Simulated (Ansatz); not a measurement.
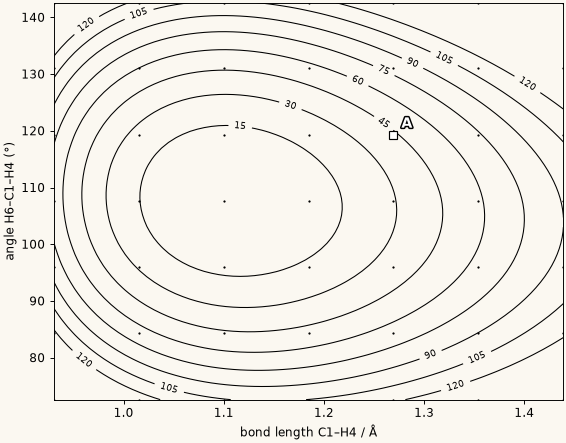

CH₄GaO, SMILES C[O][GaH], spin multiplicity 2. Coordinates scanned: (1) bond length C1–H4; (2) angle H6–C1–H4. Nothing is relaxed (all other coordinates rigid). The scan uses a 7 × 7 grid. Points are written as (first, second). Energies are in kJ/mol, from the relaxed molecule at the same level. Method: Ansatz, UKS r2SCAN-D4/def2-SVP.

Drawn: contour lines labelled in kJ/mol (none above 120), dots at the grid points, the point A. Between grid points the surface is interpolated.

Is A at rest? If not, where is it pushed?

Answer. A, at (1.269 Å, 119.3°), is not a stationary point. The computed force is 320 kJ/mol for each Å towards smaller values of bond length C1–H4 and 2.1 kJ/mol for each degree towards smaller values of angle H6–C1–H4.
